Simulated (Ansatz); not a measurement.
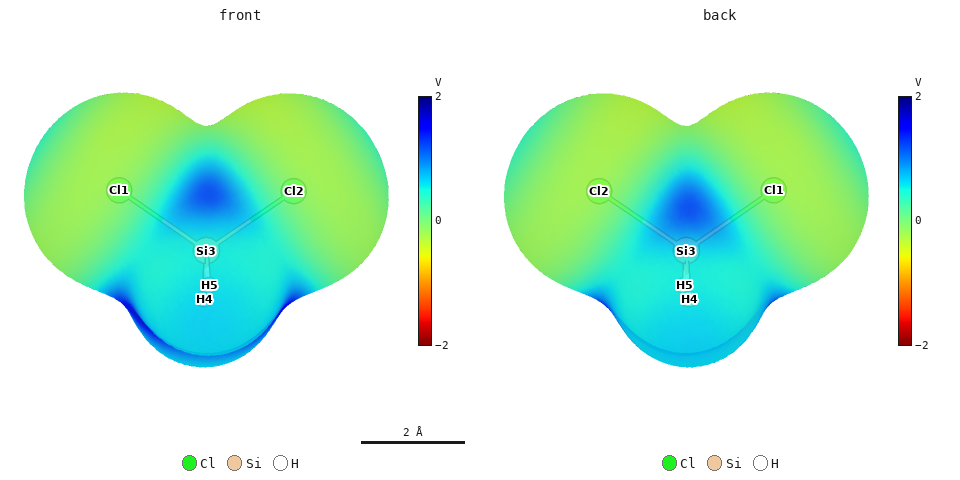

Figure. Cl₂H₂Si. The electrostatic potential painted on the density surface at 0.002 e/bohr³, seen from the front and from behind; the colour scale runs from red (negative) to blue (positive).

Geometry: B3LYP/6-31G*.

Theory: Ansatz, isolated molecule in a Gaussian basis; Kohn-Sham density functional theory, functional PBE0.

The calculation's input:

```
crystal:
  periodic: [false, false, false]
  atoms:
    - {symbol: Cl, position_ang: [-3.318880, -0.108356, -1.602770]}
    - {symbol: Cl, position_ang: [-2.119732, -3.209866, -0.890759]}
    - {symbol: Si, position_ang: [-1.943722, -1.188855, -0.504552]}
    - {symbol: H, position_ang: [-2.217848, -0.965834, 0.928634]}
    - {symbol: H, position_ang: [-0.589971, -0.757288, -0.904567]}
basis:
  gaussian: {orbitals: def2-TZVPD}
output: {forces: true, orbitals: {seedname: orbitals}}
hamiltonian: {xc: pbe0}
```

Run with:

```sh
ansatz run input.yaml --threads 1 --pin off --max-ram 2610MiB --events-out events.jsonl --progress --plain --runs-dir runs
```

**Which sites attract a positive test charge, and which a negative one?**

A positive charge is drawn to the negative regions and a negative charge to the positive ones. The most negative region (about −0.3 V) lies over Cl1 and Cl2, the most positive (about +1.7 V) over Si3. Cl1 shows a σ-hole: about +0.3 V at the tip opposite its bond, against about −0.2 V on its flanks. Cl2 shows a σ-hole: about +0.3 V at the tip opposite its bond, against about −0.2 V on its flanks.

**How polar is the molecule by this calculation?**

Its dipole moment is 1.27 D.
